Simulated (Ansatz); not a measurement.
The structure below was relaxed with Kohn–Sham DFT with the r2SCAN functional, run in Ansatz (an electronic-structure program) with PAW and 500 eV plane waves, without spin-orbit coupling, earlier PAW set.

```
CELL_PARAMETERS angstrom
     -2.30768     2.30768     9.89282
      2.30768    -2.30768     9.89282
      2.30768     2.30768    -9.89282
ATOMIC_POSITIONS crystal
  Sb 0.91624 0.41624 0.50000
  Nb 0.25000 0.75000 0.50000
  Sb 0.58376 0.08376 0.50000
  In 0.66856 0.66856 0.00000
  In 0.00000 0.00000 0.00000
  In 0.33144 0.33144 0.00000
```

Find the space group and the Wyckoff positions.

Space group I-4m2 (No. 119); a = b = 4.615 Å, c = 19.786 Å, α = β = γ = 90.00°

```json
[
 {"atom": "Sb", "site": "4f", "symmetry": "2mm.", "x": "0.0000", "y": "0.5000", "z": "0.0838"},
 {"atom": "Nb", "site": "2d", "symmetry": "-4m2", "x": "0.5000", "y": "0.0000", "z": "0.2500"},
 {"atom": "In", "site": "4e", "symmetry": "2mm.", "x": "0.0000", "y": "0.0000", "z": "0.3314"},
 {"atom": "In", "site": "2a", "symmetry": "-4m2", "x": "0.0000", "y": "0.0000", "z": "0.0000"}
]
```

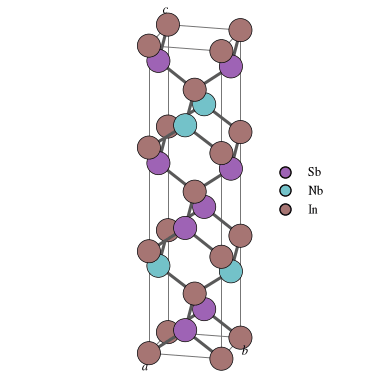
Fig. 1. The conventional cell

These are small ordered cells, not random alloys; other orderings at the same x differ. Stability against distortions was not tested. All final runs are without spin polarisation. The cell was made from InSb by this change: x(Nb) = 0.333, 6 atoms, I-4m2.
